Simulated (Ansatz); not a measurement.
AlF$_{2}$H$_{2}$N···H$_{2}$

Input file:

```
crystal:
  periodic: [false, false, false]
  atoms:
    - { symbol: Al, position_ang: [0.00528, -0.181636, 0.225635] }
    - { symbol: "N", position_ang: [-0.005034, -0.126056, 2.080253] }
    - { symbol: H, position_ang: [-0.811595, -0.418041, 2.626729] }
    - { symbol: H, position_ang: [0.847832, -0.230336, 2.623904] }
    - { symbol: F, position_ang: [1.425467, -0.023203, -0.610287] }
    - { symbol: F, position_ang: [-1.403771, -0.384456, -0.619902] }
    - { symbol: H, position_ang: [-0.260355, 2.510104, 0.761987] }
    - { symbol: H, position_ang: [-0.213025, 1.976823, 1.248081] }
basis:
  gaussian: { orbitals: def2-SVP }
hamiltonian:
  xc: b3lyp
relax:
  f_tol: 0.03
  max_steps: 50
output:
  orbitals: {}
```

Launched as:

```sh
ansatz run input.yaml --threads 1 --pin off --max-ram 2048MiB --backend cpu --events-out ev --progress --plain --runs-dir out
```

The fields are those of the run's last geometry, not of the input's.

Theory: RKS B3LYP/def2-SVP (Ansatz 0.2.0).

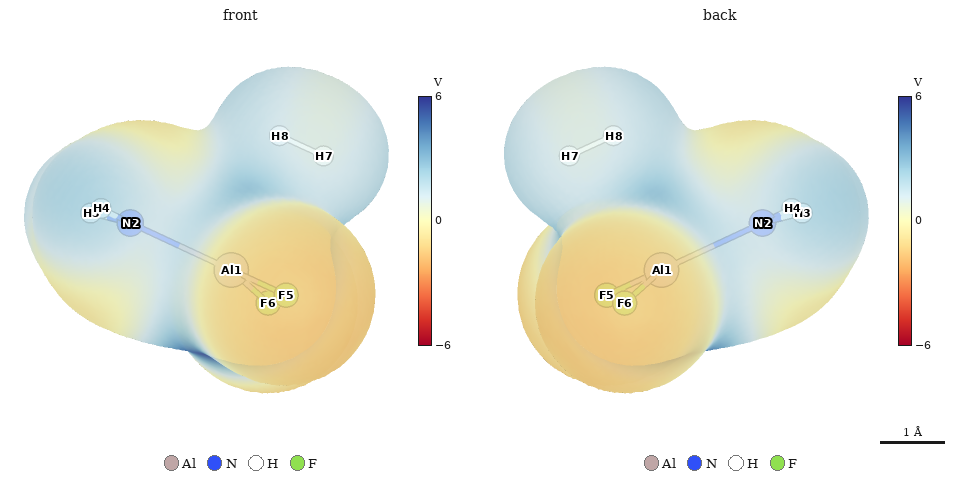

Figure 1. The electrostatic potential painted on the density surface at 0.004 e/bohr³, seen from the front and from behind; the colour scale runs from red (negative) to blue (positive).

Which sites attract a positive test charge, and which a negative one?

Answer. A positive charge is drawn to the negative regions and a negative charge to the positive ones. The most negative region (about −1.6 V) lies over F5 and F6, the most positive (about +4.9 V) over Al1.

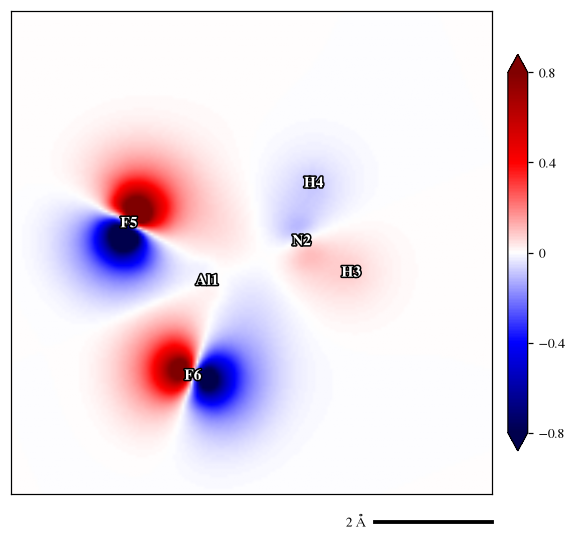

Figure 2. The HOMO−1 on the plane of atoms N2, Al1 and F5 (values in Å⁻³ᐟ²; the overall sign is arbitrary).

Describe this orbital and give its energy.

Answer. By Hirshfeld shares it lies mainly on F5 (about 45 %) and F6 (about 45 %); largely a combination of lone pairs on F5 and F6. Its energy is −10.32 eV.

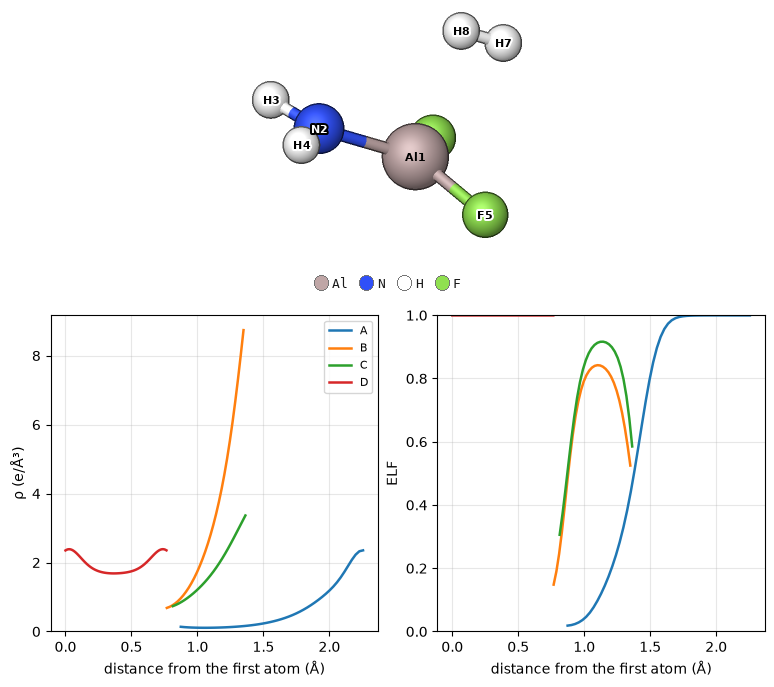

Figure 3. Total electron density and electron localisation function along straight lines between neighbouring atoms. The curves leave out the atomic cores. The structure is drawn too.

Which curve belongs to which contact (Al–F, Al–H, Al–N and H–H)? The first atom named is at distance zero.

Answer. Curve A: Al1···H8 (2.25 Å): the density falls to about 0.11 e/Å³ on the way; the ELF climbs to about 1 towards the hydrogen. Curve B: Al–F (1.66 Å): ρ at the midpoint is about 0.81 e/Å³; the ELF peaks at about 0.85 in the valence shell of F, 0.6 Å from its nucleus, and is about 0.30 at the midpoint. Curve C: Al–N (1.76 Å): ρ is about 0.86 e/Å³ halfway; the ELF peaks at about 0.90 in the valence shell of N, 0.6 Å from its nucleus, and is about 0.55 at the midpoint. Curve D: H–H (0.77 Å): the density is about 1.7 e/Å³ at the midpoint; the ELF is about 1 at the midpoint.
